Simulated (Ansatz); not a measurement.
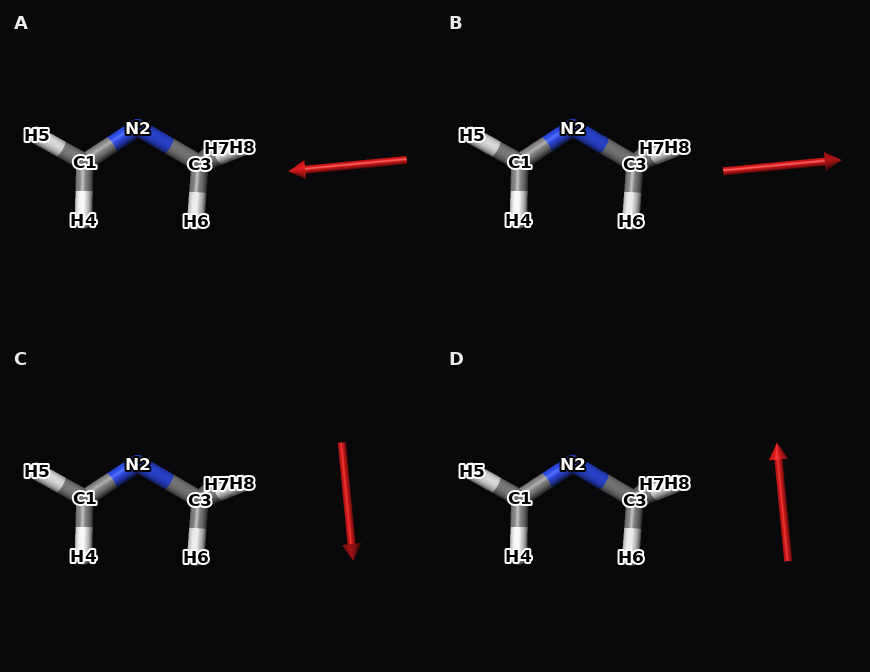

The same molecule four times, each with an arrow. Computed geometry: PBE-D4/def2-SVP optimisation. No frequency run is at hand to confirm it as a minimum. Method: RKS PBE-D4/def2-SVP (Ansatz 0.2.0).

Which arrow points along the dipole moment, from the negative to the positive end?

Answer. C. The dipole moment is 1.27 D; it points from the side of N2, H5 to the side of H6 (the outermost atoms at the two ends).
